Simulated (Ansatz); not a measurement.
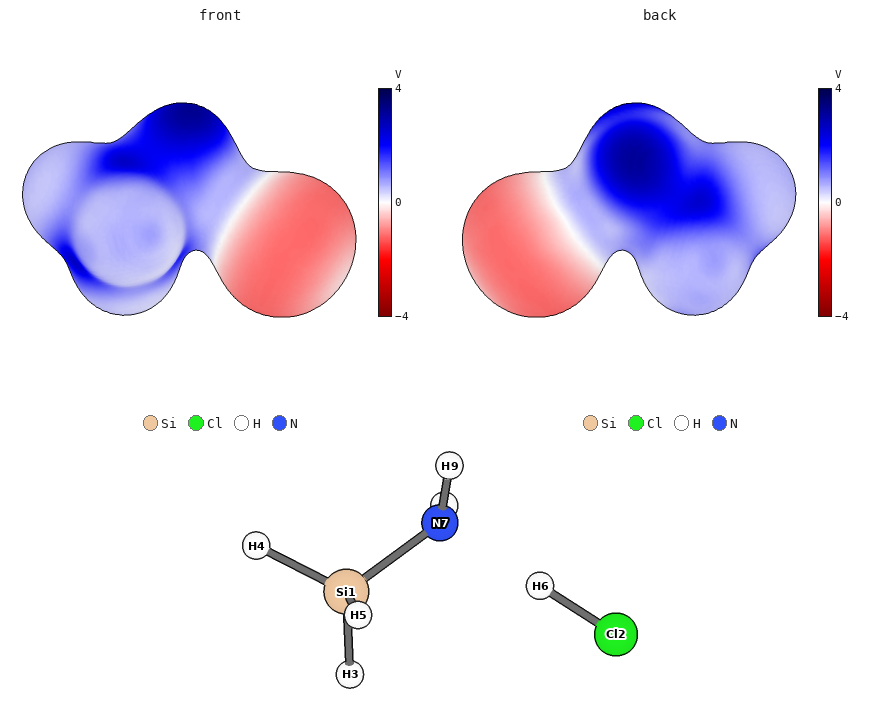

The picture shows: H$_{5}$NSi···HCl. The molecular electrostatic potential painted on the density surface at 0.004 e/bohr³, seen from the front and from behind; the colour scale runs from red (negative) to blue (positive). The bare structure is drawn below in the same view.

The product side of a reaction path; geometry: PBE0-D4/def2-TZVP.

Computed with RKS PBE0-D4/def2-TZVPP in Ansatz 0.2.0.

```xyz
9

Si   -1.1150    0.3116    0.0246
Cl    2.0937   -1.4267   -1.5703
H    -1.0853    1.0266   -1.2722
H    -1.9827    1.0617    0.9734
H    -1.6412   -1.0646   -0.1271
H     1.4281   -0.7363   -0.6424
N     0.5452    0.1662    0.5649
H     1.0657    1.0312    0.6378
H     0.6917   -0.3695    1.4111
```

> Where is the surface potential most negative and most positive?

The most negative region (about −1.2 V) lies over Cl2, the most positive (about +3.1 V) over H8 and H9.
